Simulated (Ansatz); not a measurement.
# Alloy of MgO and MnO (29 of 32 Mg sites exchanged), 64 atoms with displaced atoms, part 3 of 3

Ansatz 0.2.0, PAW. The steps go on from the part before.

**4. r²SCAN on the same atoms**

Input file in.yaml:

```yaml
crystal:
  lattice:
    - [8.710807, 0.000000, 0.000000]
    - [0.000000, 8.710807, 0.000000]
    - [0.000000, 0.000000, 8.710807]
  atoms:
    - { symbol: O, position: [0.235420, 0.001755, 0.996895] }
    - { symbol: O, position: [0.255798, 0.012419, 0.511929] }
    - { symbol: O, position: [0.275919, 0.478050, 0.989903] }
    - { symbol: O, position: [0.236755, 0.483935, 0.485585] }
    - { symbol: O, position: [0.747496, 0.989079, 0.985608] }
    - { symbol: O, position: [0.745389, 0.963741, 0.530149] }
    - { symbol: O, position: [0.747787, 0.515791, 0.990520] }
    - { symbol: O, position: [0.730619, 0.486153, 0.507309] }
    - { symbol: O, position: [0.988895, 0.242693, 0.989972] }
    - { symbol: O, position: [0.980435, 0.233056, 0.501650] }
    - { symbol: O, position: [0.977842, 0.764019, 0.987549] }
    - { symbol: O, position: [0.974282, 0.756499, 0.497423] }
    - { symbol: O, position: [0.493311, 0.242306, 0.985913] }
    - { symbol: O, position: [0.483820, 0.244880, 0.498056] }
    - { symbol: O, position: [0.536355, 0.744775, 0.011012] }
    - { symbol: O, position: [0.492077, 0.754325, 0.490805] }
    - { symbol: O, position: [0.006591, 0.025379, 0.262177] }
    - { symbol: O, position: [0.985848, 0.996766, 0.735198] }
    - { symbol: O, position: [0.000527, 0.492273, 0.243535] }
    - { symbol: O, position: [0.006426, 0.493932, 0.749868] }
    - { symbol: O, position: [0.486670, 0.020877, 0.239384] }
    - { symbol: O, position: [0.509823, 0.987696, 0.760098] }
    - { symbol: O, position: [0.531364, 0.461878, 0.249542] }
    - { symbol: O, position: [0.517942, 0.518321, 0.747222] }
    - { symbol: O, position: [0.255441, 0.242898, 0.233020] }
    - { symbol: O, position: [0.244369, 0.264646, 0.760608] }
    - { symbol: O, position: [0.238125, 0.768710, 0.256449] }
    - { symbol: O, position: [0.252094, 0.760545, 0.738095] }
    - { symbol: O, position: [0.746457, 0.254978, 0.236812] }
    - { symbol: O, position: [0.752630, 0.261374, 0.772211] }
    - { symbol: O, position: [0.757537, 0.764067, 0.261608] }
    - { symbol: O, position: [0.740001, 0.743856, 0.744610] }
    - { symbol: Mn, position: [0.996213, 0.003030, 0.996348], spin: 4.534 }
    - { symbol: Mn, position: [0.005474, 0.010174, 0.511753], spin: -4.466 }
    - { symbol: Mn, position: [0.997345, 0.473491, 0.008871], spin: -4.466 }
    - { symbol: Mn, position: [0.996530, 0.489274, 0.516775], spin: 4.534 }
    - { symbol: Mn, position: [0.476712, 0.991898, 0.986331], spin: -4.466 }
    - { symbol: Mn, position: [0.490845, 0.488107, 0.018970], spin: 4.534 }
    - { symbol: Mn, position: [0.488210, 0.502487, 0.510034], spin: -4.466 }
    - { symbol: Mn, position: [0.226712, 0.247931, 0.002335], spin: -4.466 }
    - { symbol: Mn, position: [0.262435, 0.255511, 0.499545], spin: 4.534 }
    - { symbol: Mn, position: [0.241074, 0.724505, 0.984295], spin: 4.534 }
    - { symbol: Mn, position: [0.269060, 0.779902, 0.499160], spin: -4.466 }
    - { symbol: Mn, position: [0.736433, 0.247477, 0.011982], spin: 4.534 }
    - { symbol: Mn, position: [0.736766, 0.267310, 0.501195], spin: -4.466 }
    - { symbol: Mn, position: [0.737870, 0.780281, 0.985391], spin: -4.466 }
    - { symbol: Mn, position: [0.746972, 0.743885, 0.482043], spin: 4.534 }
    - { symbol: Mn, position: [0.245984, 0.975679, 0.263337], spin: -4.466 }
    - { symbol: Mn, position: [0.231399, 0.003763, 0.769510], spin: 4.534 }
    - { symbol: Mn, position: [0.242638, 0.514976, 0.240159], spin: 4.534 }
    - { symbol: Mn, position: [0.711388, 0.018083, 0.234108], spin: 4.534 }
    - { symbol: Mn, position: [0.774112, 0.990211, 0.729447], spin: -4.466 }
    - { symbol: Mn, position: [0.764734, 0.509371, 0.241782], spin: -4.466 }
    - { symbol: Mn, position: [0.756243, 0.488919, 0.768667], spin: 4.534 }
    - { symbol: Mn, position: [0.003352, 0.263425, 0.255926], spin: -4.466 }
    - { symbol: Mn, position: [0.990938, 0.718101, 0.254100], spin: 4.534 }
    - { symbol: Mn, position: [0.995571, 0.771002, 0.738282], spin: -4.466 }
    - { symbol: Mn, position: [0.486868, 0.238138, 0.270496], spin: 4.534 }
    - { symbol: Mn, position: [0.487680, 0.240424, 0.738162], spin: -4.466 }
    - { symbol: Mn, position: [0.515565, 0.771095, 0.225769], spin: -4.466 }
    - { symbol: Mn, position: [0.484444, 0.731536, 0.732927], spin: 4.534 }
    - { symbol: Mg, position: [0.481895, 0.015152, 0.471575] }
    - { symbol: Mg, position: [0.231603, 0.513796, 0.733163] }
    - { symbol: Mg, position: [0.001989, 0.245509, 0.736425] }
  symmetry: { detect: false }
kpoints:
  mp_grid: { grid: [1, 1, 1], shift: [0.25, 0.25, 0.25] }
hamiltonian:
  xc: r2scan
magnetization:
  spin_polarized: true
scf:
  occupations: { method: fermi_dirac, width: 0.01 }
output:
  forces: true
  eigenvalues: true
  populations: true
  eigenstates: { kpoints: [[0.25, 0.25, 0.25]], e_range: [-6.0, 6.0], localisation: true }
```

Run with:

```
> ansatz run in.yaml --threads 4 --pin off --max-ram 42750MiB --runs-dir r --events-out ev --progress --plain --backend cuda --devices 0, --max-vram 37GiB
```

The log of the run:

```text
Pseudopotentials: kind: paw
Functional definition: r2SCAN
  parameter k0 = 0.174
  parameter k1 = 0.065
  parameter a1 = 4.9479
  exchange = r2scan_x(k0 = k0, k1 = k1, a1 = a1)
  correlation = r2scan_c
Crystal: 64 atoms, lattice volume = 660.960 Å³
Basis set: ecut = 500 eV, 16831 PW (Γ), exchange–correlation on 256×256×256 points (64 copies of the dense FFT grid, shifted against one another)
Bands: 473, of which v1, the nominal top of the filled ones, is band 329 counted from 1 (328 counted from 0)
Symmetry: 1 space group operations
k-points: 1
Non-local potential: O, projectors of the file, l = 0: 2, l = 1: 2, l = 2: 1
Non-local potential: Mn, projectors of the file, l = 0: 3, l = 1: 2, l = 2: 3, l = 3: 1
Non-local potential: Mg, projectors of the file, l = 0: 3, l = 1: 2, l = 2: 1
PAW form: soft (Blöchl's): semilocal exchange-correlation on the pseudo side does not see the compensation charge
PAW frozen core: O, regenerated for the run's functional (the file was generated under x = pbe(κ = 0.804, μ = 0.2195149727645171), c = pbe(β = 0.06672455060314922))
PAW frozen core: Mn, regenerated for the run's functional (the file was generated under x = pbe(κ = 0.804, μ = 0.2195149727645171), c = pbe(β = 0.06672455060314922))
PAW frozen core: Mg, regenerated for the run's functional (the file was generated under x = pbe(κ = 0.804, μ = 0.2195149727645171), c = pbe(β = 0.06672455060314922))
PAW one-centre angular grid: O, 302 points (default); XC on 160 Gauss nodes
PAW one-centre angular grid: Mn, 590 points (default); XC on 160 Gauss nodes
PAW one-centre angular grid: Mg, 302 points (default); XC on 224 Gauss nodes
Initial density: superposition of atomic densities (chi_scale 0.1, normalization cell, long waves kept (reshape's long-wave potential 0.36 eV rms))
Starting moments: Σ|m| = 130.466 μB on 29 of 64 sites
Initial wavefunctions: pseudopotential atomic-orbital guess
Functional: x = r2scan, c = r2scan; τ floored in thin density (d = 2e-4 eV/Å³)
SCF iter   1: F=—  HF=-137213.684759 eV  |F-HF|=—  |Δ(HF+E_count)|=         —  Δρ=9.24e-2 (↑8.82e-2 ↓9.24e-2)  dr2=1.32e2  dr2_τ=3.40e-1  dr2_m=1.15e1  M=-5.000 μB ∫|m|=130.543 μB  β_m=0.71  ethr=3.10e-3  ⟨swp⟩=5.0  Hψ=3069  notcnv=0  defer=19
Mixer restart at iter 1: flushing history
[... from here the SCF cycle lines were not kept, up to the last twenty ...]
preconditioner: auto → Resta (q_TF=auto, 2.726 Å⁻¹)  ε∞=6.6  [insulator: Δε(μ)=0.032 eV  Ē_g=12.172 eV  σ=0.010 eV  W_gap=0.67  n_scr=250 (ndim 8)  ℏωp=28.9 eV  f_vac=0.000  D(μ)=27.52/eV (n_scr^D=250)  ε∞_Penn≈6.6]
spin=Collinear: Resta preconditioning applied to the charge; magnetization (m = ρ↑ − ρ↓) channel mixes plain (no charge-response kernel on spin).
SCF iter   2: F=—  HF=-137210.331556 eV  |F-HF|=—  |Δ(HF+E_count)|=    3.35e0  Δρ=4.08e-2 (↑3.92e-2 ↓4.08e-2)  dr2=3.51e1  dr2_τ=6.21e-1  dr2_m=6.00e-1  M=-5.000 μB ∫|m|=131.638 μB  β_m=1.00  ethr=3.10e-3  ⟨swp⟩=3.0  Hψ=1743  notcnv=0  defer=275  κ⁻¹=1.0e0(r=1)
SCF iter   3: F=—  HF=-137216.127578 eV  |F-HF|=—  |Δ(HF+E_count)|=    5.80e0  Δρ=1.55e-2 (↑1.55e-2 ↓1.52e-2)  dr2=5.88e0  dr2_τ=6.94e-2  dr2_m=8.31e-2  M=-5.000 μB ∫|m|=132.181 μB  β_m=1.00  ethr=3.10e-3  ⟨swp⟩=4.0  Hψ=1619  notcnv=0  defer=275  κ⁻¹=3.5e-2(r=2)
SCF iter   4: F=—  HF=-137217.852524 eV  |F-HF|=—  |Δ(HF+E_count)|=    1.72e0  Δρ=8.17e-3 (↑8.10e-3 ↓8.17e-3)  dr2=1.32e0  dr2_τ=1.97e-2  dr2_m=2.49e-2  M=-5.000 μB ∫|m|=132.373 μB  β_m=1.00  ethr=8.96e-4  ⟨swp⟩=2.0  Hψ=1482  notcnv=0  defer=279  κ⁻¹=7.8e-3(r=3)
SCF iter   5: F=—  HF=-137218.030560 eV  |F-HF|=—  |Δ(HF+E_count)|=   1.78e-1  Δρ=4.42e-3 (↑4.42e-3 ↓4.40e-3)  dr2=3.03e-1  dr2_τ=7.65e-3  dr2_m=8.19e-4  M=-5.000 μB ∫|m|=132.381 μB  β_m=1.00  ethr=2.01e-4  ⟨swp⟩=4.0  Hψ=1613  notcnv=0  defer=279  κ⁻¹=2.7e-3(r=4)
SCF iter   6: F=—  HF=-137218.165370 eV  |F-HF|=—  |Δ(HF+E_count)|=   1.35e-1  Δρ=2.32e-3 (↑2.32e-3 ↓2.32e-3)  dr2=7.63e-2  dr2_τ=1.94e-3  dr2_m=3.45e-4  M=-5.000 μB ∫|m|=132.373 μB  β_m=1.00  ethr=4.61e-5  ⟨swp⟩=4.0  Hψ=1391  notcnv=0  defer=279  κ⁻¹=3.0e-4(r=5)
SCF iter   7: F=—  HF=-137218.224746 eV  |F-HF|=—  |Δ(HF+E_count)|=         —  Δρ=7.33e-4 (↑7.24e-4 ↓7.33e-4)  dr2=9.53e-3  dr2_τ=2.53e-4  dr2_m=1.46e-4  M=-5.000 μB ∫|m|=132.389 μB  β_m=1.00  ethr=1.16e-5  ⟨swp⟩=5.0  Hψ=1696  notcnv=0  defer=277
Mixer restart at iter 7: flushing history
SCF iter   8: F=—  HF=-137218.224750 eV  |F-HF|=—  |Δ(HF+E_count)|=   3.34e-6  Δρ=5.56e-4 (↑5.43e-4 ↓5.56e-4)  dr2=5.69e-3  dr2_τ=1.25e-4  dr2_m=2.49e-5  M=-5.000 μB ∫|m|=132.386 μB  β_m=1.00  ethr=1.45e-6  ⟨swp⟩=2.0  Hψ=958  notcnv=0  defer=277  κ⁻¹=1.0e0(r=1)
SCF iter   9: F=—  HF=-137218.226716 eV  |F-HF|=—  |Δ(HF+E_count)|=   1.97e-3  Δρ=2.86e-4 (↑2.86e-4 ↓2.78e-4)  dr2=1.59e-3  dr2_τ=3.67e-5  dr2_m=1.78e-5  M=-5.000 μB ∫|m|=132.372 μB  β_m=1.00  ethr=8.66e-7  ⟨swp⟩=2.0  Hψ=1282  notcnv=0  defer=277  κ⁻¹=6.4e-2(r=2)
SCF iter  10: F=—  HF=-137218.227958 eV  |F-HF|=—  |Δ(HF+E_count)|=   1.24e-3  Δρ=1.54e-4 (↑1.54e-4 ↓1.50e-4)  dr2=5.42e-4  dr2_τ=8.70e-6  dr2_m=1.82e-6  M=-5.000 μB ∫|m|=132.367 μB  β_m=1.00  ethr=2.42e-7  ⟨swp⟩=2.5  Hψ=1600  notcnv=0  defer=277  κ⁻¹=1.9e-2(r=3)
SCF iter  11: F=—  HF=-137218.228418 eV  |F-HF|=—  |Δ(HF+E_count)|=   4.60e-4  Δρ=7.90e-5 (↑7.90e-5 ↓7.62e-5)  dr2=1.89e-4  dr2_τ=1.95e-6  dr2_m=1.07e-6  M=-5.000 μB ∫|m|=132.367 μB  β_m=1.00  ethr=8.24e-8  ⟨swp⟩=2.0  Hψ=1450  notcnv=0  defer=277  κ⁻¹=7.5e-3(r=4)
SCF iter  12: F=—  HF=-137218.228488 eV  |F-HF|=—  |Δ(HF+E_count)|=   6.99e-5  Δρ=3.53e-5 (↑3.53e-5 ↓3.51e-5)  dr2=3.87e-5  dr2_τ=3.38e-7  dr2_m=3.52e-7  M=-5.000 μB ∫|m|=132.366 μB  β_m=1.00  ethr=2.88e-8  ⟨swp⟩=2.0  Hψ=1572  notcnv=0  defer=277  κ⁻¹=1.3e-3(r=5)
SCF iter  13: F=—  HF=-137218.228477 eV  |F-HF|=—  |Δ(HF+E_count)|=   1.09e-5  Δρ=2.19e-5 (↑2.05e-5 ↓2.19e-5)  dr2=8.10e-6  dr2_τ=1.60e-7  dr2_m=1.87e-7  M=-5.000 μB ∫|m|=132.366 μB  β_m=1.00  ethr=5.89e-9  ⟨swp⟩=2.0  Hψ=1489  notcnv=0  defer=277  κ⁻¹=3.8e-4(r=6)
SCF iter  14: F=—  HF=-137218.228485 eV  |F-HF|=—  |Δ(HF+E_count)|=   7.97e-6  Δρ=1.04e-5 (↑1.04e-5 ↓1.04e-5)  dr2=1.79e-6  dr2_τ=3.86e-8  dr2_m=1.96e-8  M=-5.000 μB ∫|m|=132.366 μB  β_m=1.00  ethr=1.23e-9  ⟨swp⟩=2.0  Hψ=1560  notcnv=0  defer=277  κ⁻¹=8.5e-5(r=7)
SCF iter  15: F=—  HF=-137218.228487 eV  |F-HF|=—  |Δ(HF+E_count)|=   1.85e-6  Δρ=4.83e-6 (↑4.25e-6 ↓4.83e-6)  dr2=2.65e-7  dr2_τ=6.98e-9  dr2_m=8.44e-9  M=-5.000 μB ∫|m|=132.366 μB  β_m=1.00  ethr=2.73e-10  ⟨swp⟩=2.0  Hψ=1593  notcnv=0  defer=277  κ⁻¹=2.0e-5(r=8)
SCF iter  16: F=—  HF=-137218.228487 eV  |F-HF|=—  |Δ(HF+E_count)|=   1.64e-7  Δρ=2.74e-6 (↑2.74e-6 ↓2.66e-6)  dr2=1.11e-7  dr2_τ=3.03e-9  dr2_m=4.56e-10  M=-5.000 μB ∫|m|=132.366 μB  β_m=1.00  ethr=4.04e-11  ⟨swp⟩=2.0  Hψ=1350  notcnv=0  defer=277  κ⁻¹=7.8e-6(r=8)
SCF iter  17: F=—  HF=-137218.228487 eV  |F-HF|=—  |Δ(HF+E_count)|=   1.57e-7  Δρ=1.14e-6 (↑1.14e-6 ↓1.13e-6)  dr2=2.47e-8  dr2_τ=5.59e-10  dr2_m=2.19e-10  M=-5.000 μB ∫|m|=132.366 μB  β_m=1.00  ethr=1.68e-11  ⟨swp⟩=2.0  Hψ=1590  notcnv=0  defer=277  κ⁻¹=4.1e-6(r=8)
SCF iter  18: F=-137218.228487 eV  HF=-137218.228487 eV  |F-HF|=1.75e-10  |Δ(HF+E_count)|=   1.48e-8  Δρ=6.51e-7 (↑6.37e-7 ↓6.51e-7)  dr2=7.44e-9  dr2_τ=1.43e-10  dr2_m=8.87e-11  M=-5.000 μB ∫|m|=132.366 μB  ethr=3.75e-12  ⟨swp⟩=9.0  Hψ=5375  notcnv=0
SCF 1 converged in 18 iterations: F = -137218.228487 eV  dr2 = 7.44e-9
this state was not tested for a lower state beside it, because the mixer in use, unlike msr1, does not test its closes by its own steps (another_mixer; see scf.mixing.algorithm and scf.lower_state_search)
NSCF: frozen V_eff on 1 k-points
SCF converged after 18 iterations
Magnetization: -5.0000 μB (326.0000 up, 331.0000 down)
Absolute magnetization: 132.4029 μB (∫|ρ↑−ρ↓|, with the PAW one-centre terms)
Spin contamination: 66.3883 ħ² per cell (⟨S²⟩ above its minimum at these occupations)
Per-site moments (μB) at R_I (Å): [(0.011229535295589822, 0.817201167217327), (-0.10828492256128168, 0.8253104027155017), (0.05813455429628091, 0.7801417797687715), (0.06191337997955214, 0.8274672345891133), (0.025969662623753335, 0.751051894643764), (-0.05109705157105408, 0.7297429650891564), (0.0016921607989476065, 0.8035650270959603), (-0.05213215482640337, 0.786965236266982), (-0.1005315768003 [...]
Free energy (F): -137218.228487 eV
Harris-Foulkes:  -137218.228487 eV  (|F-HF|=1.75e-10)
Internal energy: -137218.228487 eV  (E = F + TS)
E sigma→0 (E₀):  -137218.228487 eV
Fermi energy:    14.502403 eV
--- Per-component energies (eV) ---
  E_band       = -8346.810468
  E_kinetic    = 14645.665917
  E_local      = -69884.263608  (includes V_loc(G=0)·N_el)
  E_nonlocal   = 9269.150336
  E_hartree    = 28016.046725
  E_xc         = -5567.591633
  E_vxc        = -8107.501797  (∫ρ·V_xc dr)
  E_paw        = -44271.541505  (= ΣΔE_a)
  E_vpaw       = -10838.539095  (= ΣTr[D̂ρ^β])
  E_aug_tail   = 0.032974  (compensation charges beyond the density's cutoff)
  E_vtau       = 536.560130  (kinetic-family band-sum trace: ∫τ·v_τ [+ j·A + Jᵃ·Aᵃ] dr)
  E_ewald      = -69416.418709
  E_core_change = -9.308984  (= ΣΔE_core)
  E_smearing   = -0.000000  (= −TS)
  E_closure    = -0.000000  (closes the sum)
  Σ components = -137218.228487   (vs F -137218.228487, Δ=0.00e0)
--- Forces (eV/Å), atoms counted from 1 ---
  atom   1  O      0.44039658    -1.00200857     0.37792839
  atom   2  O      0.40377154     0.30815002    -0.12944229
  atom   3  O     -2.88639953     2.13953792    -0.20697547
[... 2 atoms left out ...]
  atom   6  O     -1.44860294     2.28436003    -4.65717801
[... 8 atoms left out ...]
  atom  15  O     -4.54057349    -0.47542413    -0.45492039
[... 2 atoms left out ...]
  atom  18  O      3.32685328     1.96070256     1.64246245
[... 8 atoms left out ...]
  atom  27  O     -0.07535171    -3.97804522    -0.62348236
[... 18 atoms left out ...]
  atom  46  Mn     3.68564441    -2.91017061    -0.87423160
[... 1 atom left out ...]
  atom  48  Mn    -1.54827610     4.15778823    -1.65583669
[... 3 atoms left out ...]
  atom  52  Mn    -4.54092673     1.00546553     3.63641909
[... 12 atoms left out ...]
  max |Σ_I F_I| component: 2.36e-3 eV/Å
--- Band table (eV) ---
  k-point 0 ↑: bands = [... 316 lower levels ..., "13.0102", "13.2235", "13.3003", "13.3754", "13.5117", "13.5397", "13.6177", "13.6881", "13.7373", "13.9634", "15.0000", "15.1146", "15.1680", "15.2479", "15.3090", "15.4467", "15.5082", "15.5416", "15.6393", "15.6987", "15.7788", "15.8193", "15.8658", "15.9235", ... 133 higher levels ...]
  k-point 0 ↓: bands = [... 316 lower levels ..., "12.7445", "12.8361", "12.8542", "12.8765", "12.9144", "12.9775", "13.0277", "13.2031", "13.2906", "13.3396", "13.3976", "13.4635", "13.5356", "14.2348", "14.2872", "14.7176", "14.8606", "15.0958", "15.1653", "15.3049", "15.4044", "15.4522", "15.5524", "15.5832", ... 133 higher levels ...]
--- Löwdin populations: 64 sites ---
  site symbol       q [e]    m [muB]
     0      O      7.0639     0.0253
     1      O      7.1443    -0.1353
[... 62 atoms left out ...]
  spilling = 0.005945 (of n_electrons = 657.000000)
```

Run time: 28 s. Hardware: 1 × NVIDIA H100 80GB HBM3 with 4 threads of AMD EPYC 7R13, shared host; peak host memory 2.4 GiB.

Top filled level 14.287 eV, lowest empty level 14.718 eV: 0.43 eV apart at the single k point (¼, ¼, ¼).

The states next to the gap (eigenstates.tsv), from the top filled level:

| level (eV) | spin | filling | atoms sharing it | main element | its share | largest atom |
| --- | --- | --- | --- | --- | --- | --- |
| -0.32 | up | 1.00 | 3.6 | Mn | 0.71 | Mn54 (0.50) |
| -0.05 | down | 1.00 | 6.3 | Mn | 0.75 | Mn52 (0.28) |
| 0.00 | down | 1.00 | 6.3 | Mn | 0.74 | Mn52 (0.29) |
| 0.43 | down | 0.00 | 5.3 | Mn | 0.82 | Mn42 (0.32) |
| 0.57 | down | 0.00 | 5.1 | Mn | 0.83 | Mn42 (0.34) |
| 0.71 | up | 0.00 | 21.6 | Mn | 0.61 | Mn60 (0.14) |
| 0.81 | down | 0.00 | 6.4 | Mn | 0.83 | Mn50 (0.35) |
| 0.83 | up | 0.00 | 7.4 | Mn | 0.79 | Mn43 (0.28) |

Forces on the displaced atoms, rms: O 2.38, Mn 2.71, Mg 2.37 eV/Å; the largest is 5.90 eV/Å.

Against PBEsol, the force components have a slope of 1.330 and differ by 0.415 eV/Å rms.

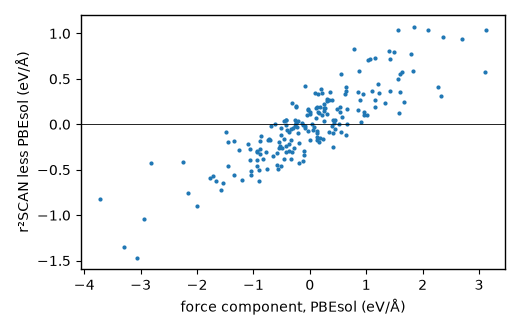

Change of each force component from PBEsol to r²SCAN.

Largest Löwdin moments: Mn59 -4.56, Mn50 +4.54, Mn36 +4.54, Mn55 -4.53, Mn39 -4.52, Mn57 -4.52.

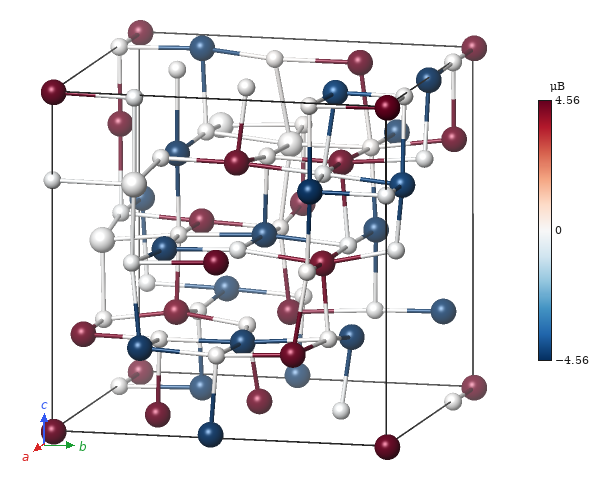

The cell with each atom coloured by its Löwdin moment.

**5. Results**

What follows sums up all 3 parts.

| level | time | top filled to lowest empty (eV) | pressure (GPa) | moment (μB) | force change (eV/Å rms) |
| --- | --- | --- | --- | --- | --- |
| PBEsol | 15 s (GPU) | 0.11 | 5.56 | 5.00 | 0 |
| HSE06 | 1.7 min (GPU) | 1.67 | - | 5.00 | 0.611 |
| r²SCAN | 28 s (GPU) | 0.43 | - | 5.00 | 0.415 |

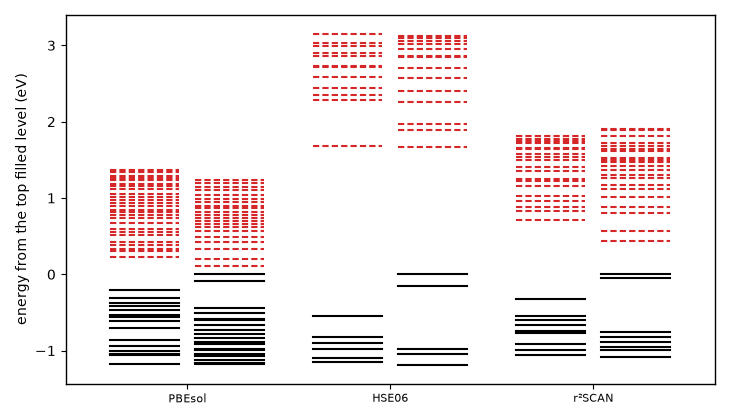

Levels near the gap by PBEsol, HSE06, r²SCAN: filled black, empty red and dashed, spin up left and down right.

| quantity | value |
| --- | --- |
| largest local moment | -4.56 μB on Mn |

**Reading.** At the same k points, PBEsol gives a spacing 1.55 eV smaller and r²SCAN gives a spacing 1.24 eV smaller than the 1.67 eV of HSE06. The HSE06 single point took about 6.9 times as long as the PBEsol one on the same kind of device. HSE06 forces are 47 % stiffer than those of PBEsol by the slope, and differ by 0.61 eV/Å rms. A spacing under 0.2 eV need not be a band gap: disorder can split levels that lie at the Fermi energy. With one k point the spacing samples only the states that fold onto it, so it can exceed the gap over the zone.
